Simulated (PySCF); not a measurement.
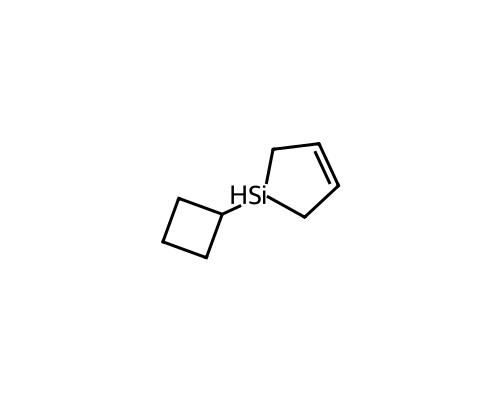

> Write the SMILES.

C1=CC[SiH](C2CCC2)C1

> What is the molecular formula?

C8H14Si.

> An optimisation with PBE0-D3(BJ)/def2-SVP gave a structure of which point group?

Cs. Other conformers may differ.

More results for the same structure follow; atom numbers are the same in all pictures, views and colours differ. Computed geometry: PBE0-D3(BJ)/def2-SVP optimisation. No frequency run is at hand to confirm it as a minimum.

Ring current

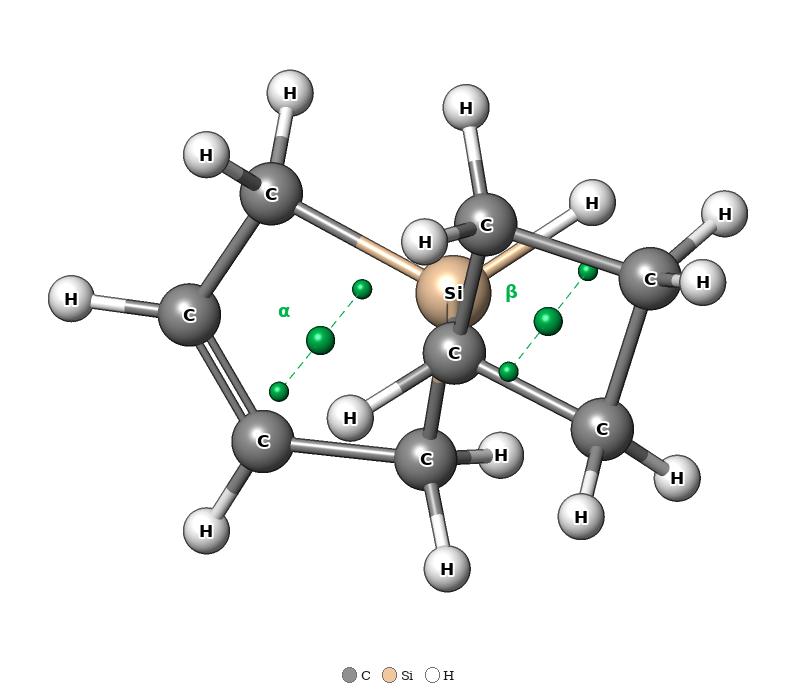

The small points mark where nucleus-independent chemical shifts (NICS) were computed: at the centre of each lettered ring and 1 Å above and below it. No frequency run is at hand to confirm it as a minimum. Level of theory: GIAO PBE0/pcSseg-1 NMR shielding, non-relativistic, IEF-PCM methanol (PySCF 2.14.0).

Give NICS(0), NICS(1) and the out-of-plane component NICS(1)zz for each ring (means of the two sides).

| ring | members | NICS(0) | NICS(1) | NICS(1)zz |
| --- | --- | --- | --- | --- |
| α | C4Si | −2.1 | −3.1 | −2.1 |
| β | C4 | −0.5 | −0.5 | 3.7 |

Values in ppm.

> What do the values say about the ring currents?

Ring α: weak, as in a non-aromatic ring. NICS is one index among several.

NMR shielding

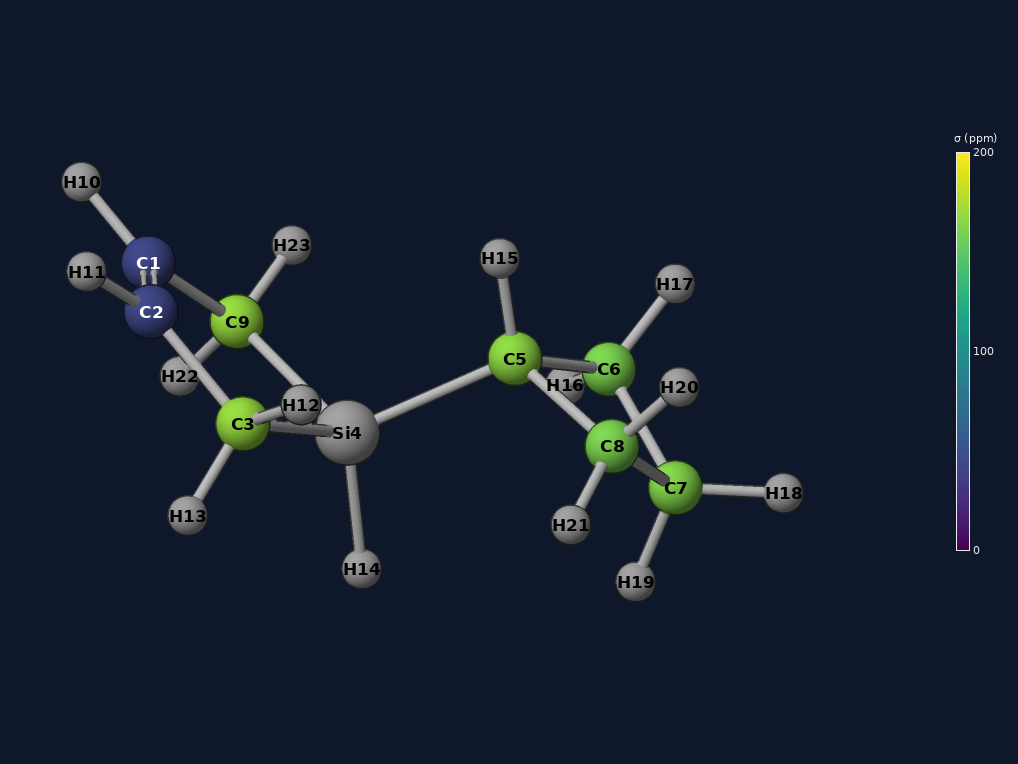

Atoms are coloured by their isotropic NMR shieldings (C only, the others grey). No frequency run is at hand to confirm it as a minimum. Method: GIAO PBE0/pcSseg-1 NMR shielding, non-relativistic, IEF-PCM methanol (PySCF 2.14.0).

List the isotropic NMR shieldings of the C atoms.

| atom | σ (ppm) |
| --- | --- |
| C1 | 43.3 |
| C2 | 43.3 |
| C3 | 168.4 |
| C5 | 165.6 |
| C6 | 160.3 |
| C7 | 162.9 |
| C8 | 160.3 |
| C9 | 168.4 |

Electronic properties

No frequency run is at hand to confirm it as a minimum. Level of theory: PBE0/pcSseg-1 in methanol (IEF-PCM) (PySCF 2.14.0).

What does the calculation give?

- dipole moment: 0.64 D
- HOMO energy (Kohn–Sham orbital): −6.93 eV
- LUMO energy (Kohn–Sham orbital): 0.58 eV
- HOMO–LUMO gap: 7.51 eV
